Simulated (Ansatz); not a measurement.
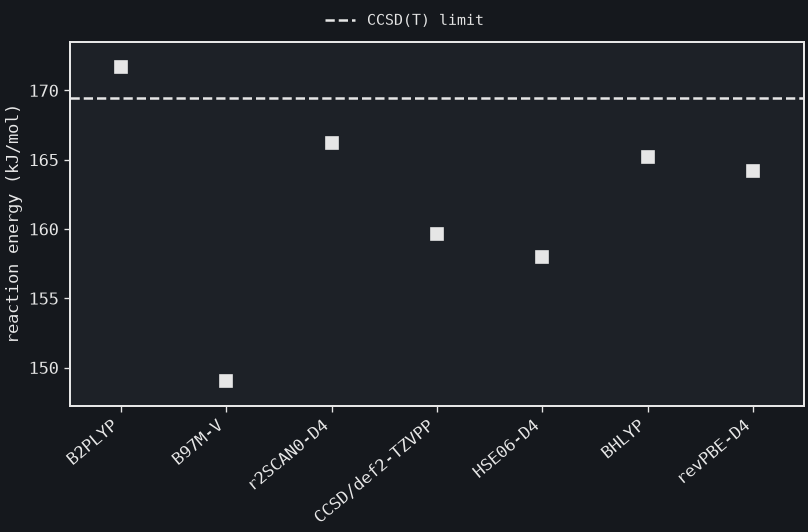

Electronic reaction energy of CH₃FMg ([CH3][Mg][F]) + H₂ ([H][H]) → CH₄Mg ([CH3][MgH]) + HF (F) (SMILES in brackets) at several levels (functionals in def2-TZVPP unless a basis is named), isolated molecules at PBE0-D4 triple-zeta geometries, minima by their frequencies, no zero-point or thermal terms, the Ansatz code. The line is frozen-core CCSD(T) at the basis limit (MP2 extrapolated from triple and quadruple zeta, plus CCSD(T) less MP2 in a smaller set). B2PLYP holds a correlation term that converges slowly with the basis, so part of the distance to the limit is basis error. No dispersion term is added to B2PLYP and BHLYP. The distance of CCSD/def2-TZVPP to the limit includes basis error. The limit lies 8.2 kJ/mol from CCSD(T)/def2-TZVPP, so the line itself is uncertain by a part of that.

Q: What do zero-point energy and temperature add?

A: Zero-point change 5.4 kJ/mol; at 298.15 K and 1 bar the CCSD(T) limit plus thermal terms gives an enthalpy of reaction of 173.2 and a free energy of 168.2 kJ/mol (harmonic PBE0-D4 modes, ideal gas).

Q: Give the values.

A:
```tsv
level	kJ/mol	less CCSD(T) limit
B2PLYP	171.7	2.3
B97M-V	149.0	−20.4
r2SCAN0-D4	166.2	−3.2
CCSD/def2-TZVPP	159.6	−9.8
HSE06-D4	158.0	−11.4
BHLYP	165.2	−4.2
revPBE-D4	164.2	−5.2
CCSD(T) limit	169.4	0.0
```

Caveats: outer-core shells are correlated without core-valence functions, which makes the correlated values less sure.
